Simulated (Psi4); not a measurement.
**MoH4: optimise calculation**

- system: MoH4, SMILES [H][Mo]([H])([H])[H]
- method: B97-3c/def2-mTZVP, RKS (Psi4 1.11)

The run did not end well. The geometry comes from this level: GFN2-xTB.

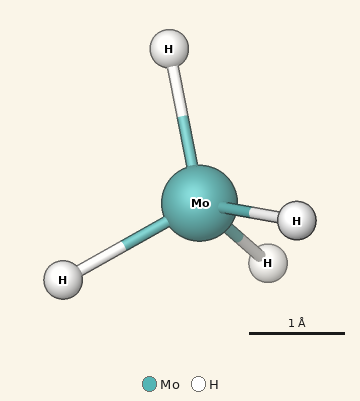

Figure 1. The structure as given in the input (ball-and-stick view, seen at a tilt). Sticks mark near contacts. Bond lengths as drawn: H–Mo 1.67 Å.

**Input file (h4mo.dat)**
```
memory 1600 mb

molecule {
  Mo    -0.001240     0.001980    -0.001290
  H      0.011010    -0.018680     1.672620
  H      1.573510     0.008210    -0.566310
  H     -0.797410     1.371560    -0.539310
  H     -0.785860    -1.363070    -0.565700
  symmetry c1
}

set {
  geom_maxiter 60
  level_shift 0.3
  level_shift_cutoff 1e-09
  d_convergence 1e-06
  maxiter 150
}

opt('b97-3c')
```

Launch command:
```bash
psi4 -i h4mo.dat -o h4mo.out -n 1
```

**What the program printed**
```
Psi4 1.11 release

gradient() will perform analytic gradient computation.

   => Loading Basis Set <=

    Name: DEF2-MTZVP
    Role: ORBITAL
    Keyword: BASIS

    !!!  WARNING: ECP capability is in beta. Please check occupations closely.  !!!

   => B973C: Empirical Dispersion <=

        s6 =       1.000000
        s8 =       1.500000
        a1 =       0.370000
        a2 =       4.100000
        s9 =       1.000000

         ---------------------------------------------------------
                                   SCF
                              RKS Reference
                        1 Threads,   1525 MiB Core
         ---------------------------------------------------------

  ==> Geometry <==

    Molecular point group: c1
    Full point group: C1

    Geometry (in Angstrom), charge = 0, multiplicity = 1:

       Center              X                  Y                   Z               Mass
    ------------   -----------------  -----------------  -----------------  -----------------
         MO          -0.000061396859     0.000097879050    -0.000063868552    97.905404820000
         H            0.012188603141    -0.020562120950     1.673846131448     1.007825032230
         H            1.574688603141     0.006327879050    -0.565083868552     1.007825032230
         H           -0.796231396859     1.369677879050    -0.538083868552     1.007825032230
         H           -0.784681396859    -1.364952120950    -0.564473868552     1.007825032230

  Running in c1 symmetry.

  Rotational constants: A =      2.24477  B =      2.23909  C =      2.23772 [cm^-1]
  Rotational constants: A =  67296.66144  B =  67126.33554  C =  67085.02866 [MHz]
  Nuclear repulsion =   18.873028301079792

  Charge       = 0
  Multiplicity = 1
  Electrons    = 18
  Nalpha       = 9
  Nbeta        = 9

  ==> Algorithm <==

  SCF Algorithm Type is DF.
  DIIS enabled.
  MOM disabled.
  Fractional occupation disabled.
  Guess Type is SAD.
  Energy threshold   = 1.00e-08
  Density threshold  = 1.00e-06
  Integral threshold = 1.00e-12

  ==> Primary Basis <==

  Basis Set: DEF2-MTZVP
    Blend: DEF2-MTZVP
    Number of shells: 25
    Number of basis functions: 45
    Number of Cartesian functions: 48
    Spherical Harmonics?: true
    Max angular momentum: 2

  Core potential: DEF2-MTZVP
    Number of shells: 4
    Number of ECP primitives: 14
    Number of ECP core electrons: 28
    Max angular momentum: 3

  ==> DFT Potential <==

   => LibXC <=

    Version 7.1.2

   => Composite Functional: B973C <=

    Deriv               =              1
    GGA                 =           TRUE
    Meta                =          FALSE

    Exchange Hybrid     =          FALSE
    MP2 Hybrid          =          FALSE

   => Exchange-Correlation Functionals <=

   => LibXC Density Thresholds  <==

    XC_GGA_XC_B97_3C:  1.00E-14

   => Molecular Quadrature <=

    Radial Scheme          =       TREUTLER
    Pruning Scheme         =           NONE
    Nuclear Scheme         =       TREUTLER

    Blocking Scheme        =         OCTREE
    BS radius alpha        =              1
    Pruning alpha          =              1
    Radial Points          =             75
    Spherical Points       =            302
    Total Points           =         110094
    Total Blocks           =            874
    Max Points             =            256
    Max Functions          =             45
    Weights Tolerance      =       1.00E-15

   => Loading Basis Set <=

    Name: (DEF2-MTZVP AUX)
    Role: JKFIT
    Keyword: DF_BASIS_SCF

  ==> Integral Setup <==

  DFHelper Memory: AOs need 0.006 GiB; user supplied 0.985 GiB.
  SCF_SUBTYPE=INCORE selected. In-core MEM_DF algorithm will be used.
  Using in-core AOs.

  ==> MemDFJK: Density-Fitted J/K Matrices <==

    J tasked:                   Yes
    K tasked:                    No
    wK tasked:                   No
    Memory [MiB]:              1008
    Algorithm:                 Core
    Schwarz Cutoff:           1E-12
    Mask sparsity (%):       0.0000
    Fitting Condition:        1E-10

   => Auxiliary Basis Set <=

  Basis Set: (DEF2-MTZVP AUX)
    Blend: DEF2-UNIVERSAL-JKFIT
    Number of shells: 73
    Number of basis functions: 327
    Number of Cartesian functions: 464
    Spherical Harmonics?: true
    Max angular momentum: 6

  Cached 100.0% of DFT collocation blocks in 0.133 [GiB].

  Minimum eigenvalue in the overlap matrix is 1.5602902781E-02.
  Reciprocal condition number of the overlap matrix is 3.1566349384E-03.
    Using symmetric orthogonalization.

  ==> Pre-Iterations <==

  SCF Guess: Superposition of Atomic Densities via on-the-fly atomic UHF (no occupation information).

   -------------------------
    Irrep   Nso     Nmo
   -------------------------
     A         45      45
   -------------------------
    Total      45      45
   -------------------------

  ==> Iterations <==

                           Total Energy        Delta E     RMS |[F,P]|

   @DF-RKS iter SAD:   -70.44267648139537   -7.04427e+01   0.00000e+00
   @DF-RKS iter   1:   -70.54480012139766   -1.02124e-01   6.29615e-03 ADIIS/DIIS/SHIFT
   @DF-RKS iter   2:   -70.56297967417620   -1.81796e-02   6.46051e-03 ADIIS/DIIS/SHIFT
   @DF-RKS iter   3:   -70.59690429763536   -3.39246e-02   1.57184e-03 ADIIS/DIIS/SHIFT
   @DF-RKS iter   4:   -70.60013540251622   -3.23110e-03   2.86862e-04 ADIIS/DIIS/SHIFT
   @DF-RKS iter   5:   -70.60029634544664   -1.60943e-04   1.11592e-04 ADIIS/DIIS/SHIFT
   @DF-RKS iter   6:   -70.60032923558258   -3.28901e-05   5.46541e-05 DIIS/SHIFT
   @DF-RKS iter   7:   -70.60033970093161   -1.04653e-05   3.22838e-05 DIIS/SHIFT
   @DF-RKS iter   8:   -70.60034391613405   -4.21520e-06   2.42889e-05 DIIS/SHIFT
   @DF-RKS iter   9:   -70.60034613045148   -2.21432e-06   1.76965e-05 DIIS/SHIFT
[... 131 lines of further cycles ...]
   @DF-RKS iter 141:   -70.59483990080811    7.48359e-04   1.29545e-03 ADIIS/DIIS/SHIFT
   @DF-RKS iter 142:   -70.59383327665978    1.00662e-03   1.48144e-03 ADIIS/DIIS/SHIFT
   @DF-RKS iter 143:   -70.59308657025430    7.46706e-04   1.59899e-03 ADIIS/DIIS/SHIFT
   @DF-RKS iter 144:   -70.59243413937621    6.52431e-04   1.71612e-03 ADIIS/DIIS/SHIFT
   @DF-RKS iter 145:   -70.59080554577555    1.62859e-03   2.05415e-03 ADIIS/DIIS/SHIFT
   @DF-RKS iter 146:   -70.58943655524158    1.36899e-03   2.29912e-03 ADIIS/DIIS/SHIFT
   @DF-RKS iter 147:   -70.59033097849938   -8.94423e-04   2.14588e-03 ADIIS/DIIS/SHIFT
   @DF-RKS iter 148:   -70.59089238466252   -5.61406e-04   2.11591e-03 ADIIS/DIIS/SHIFT
   @DF-RKS iter 149:   -70.59406925699652   -3.17687e-03   1.51267e-03 ADIIS/DIIS/SHIFT
   @DF-RKS iter 150:   -70.59569587138671   -1.62661e-03   1.26753e-03 ADIIS/DIIS/SHIFT

PsiException: Could not converge SCF iterations in 150 iterations.

  Failed to converge.

psi4.driver.p4util.exceptions.SCFConvergenceError: Could not converge SCF iterations in 150 iterations.

Printing out the relevant lines from the Psithon --> Python processed input file:
    core.set_global_option("GEOM_MAXITER", 60)
    core.set_global_option("LEVEL_SHIFT", 0.3)
    core.set_global_option("LEVEL_SHIFT_CUTOFF", 1e-09)
    core.set_global_option("D_CONVERGENCE", 1e-06)
    core.set_global_option("MAXITER", 150)
--> opt('b97-3c')

!-------------------------------------------------------!
!                                                       !
!  Could not converge SCF iterations in 150 iterations. !
!                                                       !
!-------------------------------------------------------!

    Psi4 run time: 0:00:27.42
```

**Outcome**

- outcome: not converged
- hardware: 1 thread of Intel Xeon (Sapphire Rapids), 192 GiB of memory available, shared host
- wall time: 29 s
- peak memory: 0.36 GiB

**Diagnosis**

The run did not converge: “Could not converge SCF iterations in 150 iterations.” Its last values are not results. The record of the run, not the program, notes: occupations held by overlap or a lasting level shift; may not be the lowest state.
